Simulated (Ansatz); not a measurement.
Input

```
crystal:
  periodic: [false, false, false]
  atoms:
    - { symbol: Ta, position_ang: [-0.211838, 0.043847, 0.077706] }
    - { symbol: F, position_ang: [1.667542, 0.264246, 0.459674] }
    - { symbol: Cl, position_ang: [-0.327012, -0.849699, 2.28723] }
    - { symbol: "N", position_ang: [0.419976, -0.281322, -1.755164] }
    - { symbol: H, position_ang: [-0.047583, -0.809824, -2.500212] }
    - { symbol: H, position_ang: [1.413805, -0.03392, -1.956384] }
    - { symbol: "N", position_ang: [-0.886356, 1.883942, 0.041973] }
    - { symbol: H, position_ang: [-1.368641, 2.314292, 0.841296] }
    - { symbol: H, position_ang: [-0.763192, 2.555221, -0.722426] }
    - { symbol: F, position_ang: [-1.726499, -1.012697, -0.382294] }
    - { symbol: F, position_ang: [2.894798, 0.784214, -1.461399] }
magnetization:
  spin_polarized: true
  initial_magnetization: 1
basis:
  gaussian: { orbitals: def2-SVP }
hamiltonian:
  xc: pbe
relax:
  f_tol: 0.03
  max_steps: 50
output:
  orbitals: {}
```

Run with:

```sh
ansatz run input.yaml --threads 4 --pin off --max-ram 5120MiB --backend cpu --events-out ev --progress --plain --runs-dir out
```

The fields are those of the run's last geometry, not of the input's.

Core potentials replace the inner electrons of Ta.

The calculation used UKS PBE/def2-SVP (Ansatz).

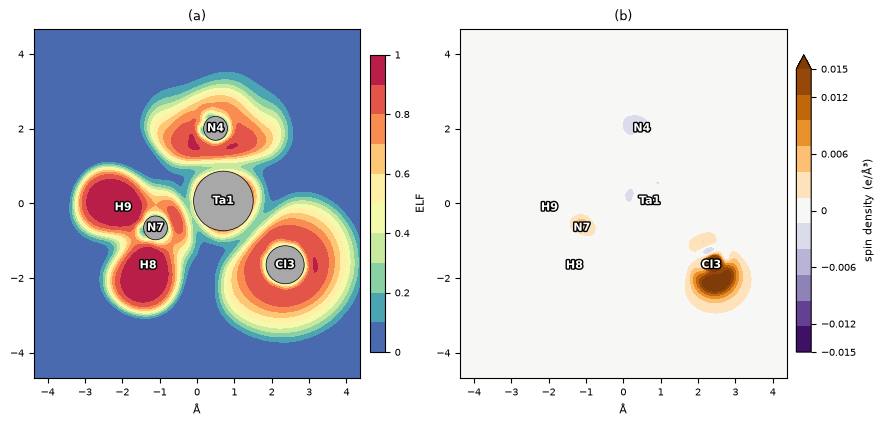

ClF2H4N2Ta···F (doublet). (a) electron localisation function; (b) spin density on the plane of atoms Ta1, N7 and H9. Grey discs cover the atomic cores in the ELF map.

### Interpret the plot.

The plane passes through Ta, Cl, N and H nuclei. Ta–N (1.95 Å): the ELF peaks at about 0.90 in the valence shell of N, 0.6 Å from its nucleus, and is about 0.30 at the midpoint. Ta–Cl (2.38 Å): the ELF peaks at about 0.85 in the valence shell of Cl, 0.8 Å from its nucleus, and is about 0.35 at the midpoint. N–H (1.03 Å): the ELF climbs to about 1 towards the hydrogen, as it does in any bond to H; a covalent bond by its length. The unpaired spin (1 electron) lies mostly on F11 (about 0.7), F2 (about 0.2) and Cl3 (about 0.1), in electrons by Hirshfeld's partition.
